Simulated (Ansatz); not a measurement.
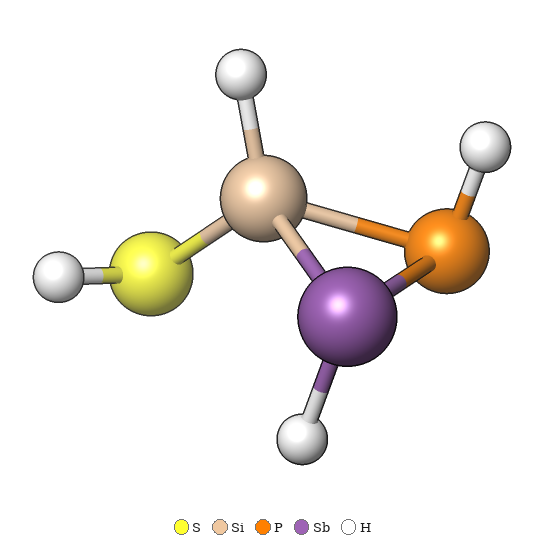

The picture shows a molecular structure as a ball-and-stick model.

Computed geometry: PBE0-D4/def2-TZVP optimisation.

Description:

Formula H4PSSbSi. Its SMILES string is `S[Si@@H]1[PH][SbH]1`. Among its groups: Si–H bond. The point group is C1. Coordination, clear cases only: 1 S bent; 1 P trigonal pyramidal; 1 Sb trigonal pyramidal.

The parts below concern this one geometry. Atoms keep their numbers from picture to picture.

Dipole moment

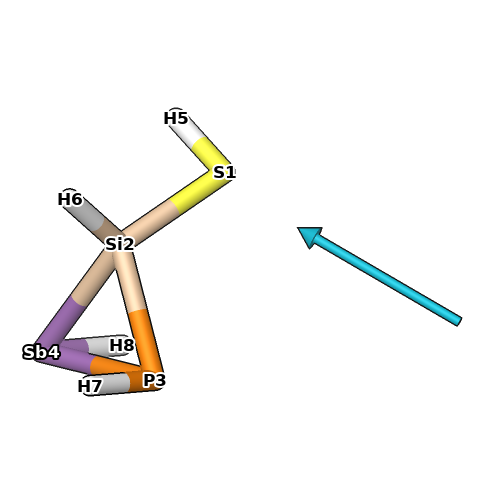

The arrow beside the molecule shows the direction of the dipole moment, from the negative to the positive end (its length means nothing). Properties computed with RKS ωB97M-V/def2-TZVPP, core potentials on Sb (Ansatz 0.2.0).

> Estimate the dipole moment.

1.66 D; it points from the side of P3 to the side of H6 (the outermost atoms at the two ends).

Vibrations

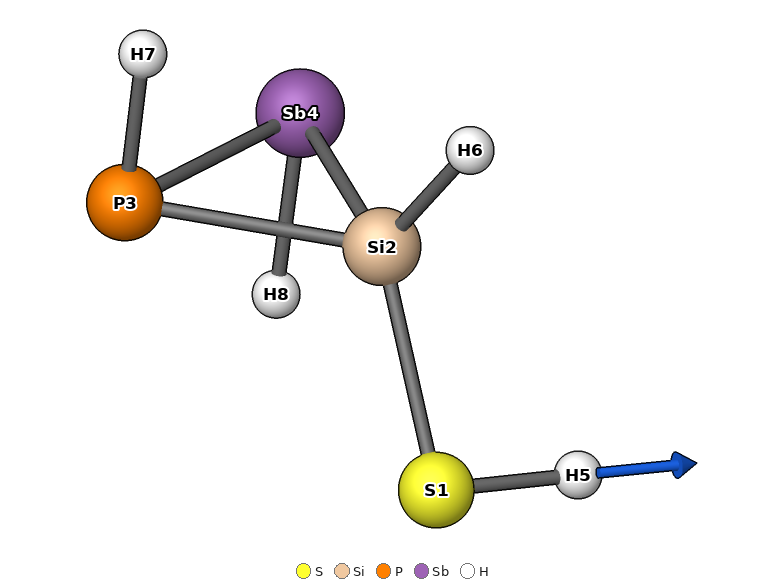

The arrows show one normal mode. Harmonic vibrations computed with RKS PBE0-D4/def2-TZVP, core potentials on Sb (Ansatz 0.2.0) at a stationary point of the same level.

> Describe the motion.

Mostly S–H stretching.

> At what wavenumber does it lie?

2702 cm⁻¹; it is mode 18 of 18 counted from the lowest.

Charges

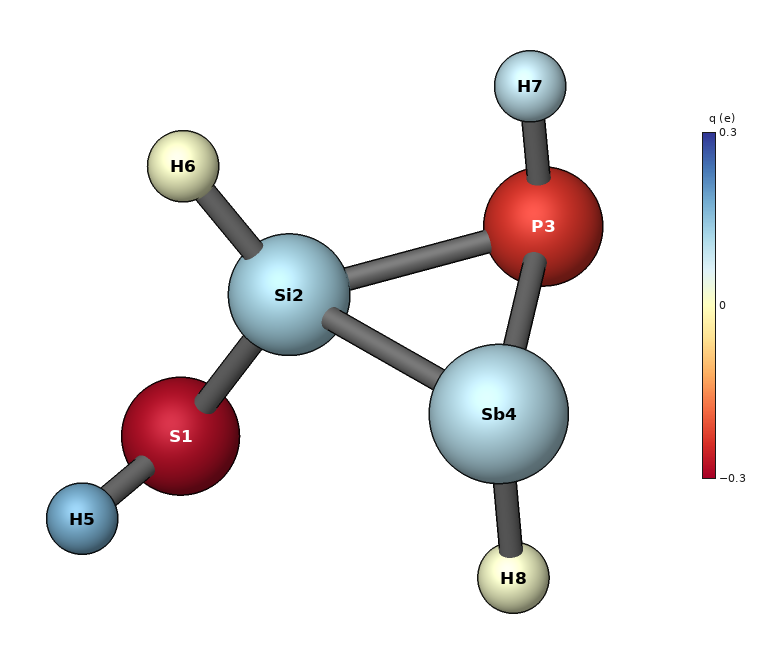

Atoms are coloured by their Mulliken charges. Level of theory: RKS PBE0-D4/def2-TZVP, core potentials on Sb (Ansatz 0.2.0).

List the Mulliken charges.

```json
{"atom": "S1", "value (e)": "−0.28"}
{"atom": "Si2", "value (e)": "0.12"}
{"atom": "P3", "value (e)": "−0.24"}
{"atom": "Sb4", "value (e)": "0.11"}
{"atom": "H5", "value (e)": "0.17"}
{"atom": "H6", "value (e)": "0.01"}
{"atom": "H7", "value (e)": "0.09"}
{"atom": "H8", "value (e)": "0.01"}
```

Mulliken values depend strongly on the basis set and can even reverse the polarity of a bond.
